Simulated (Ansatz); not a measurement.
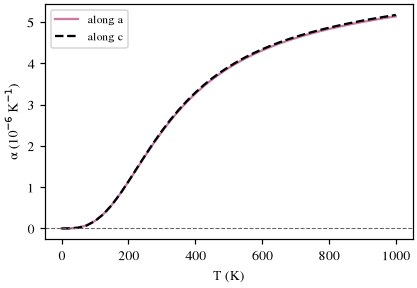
Figure. Linear thermal expansion of SiC (P6_3mc, relaxed from the 4H type) from quasi-harmonic lattice dynamics, LDA density-functional theory in Ansatz (plane waves, PAW)

The cell was generated from a structure type, relaxed within its symmetry, and need not be the phase found at ambient conditions. Dynamical quadrupoles are not included in the interpolation of the phonons between the solved wave vectors.

Question: Read off α along c at 700 K, and say whether it is negative anywhere.

Answer: About 4.6 × 10⁻⁶ K⁻¹. It is not negative in the range shown.

The PAW data sets were generated under PBE and serve the other functionals too.

Ansatz is an electronic-structure program.
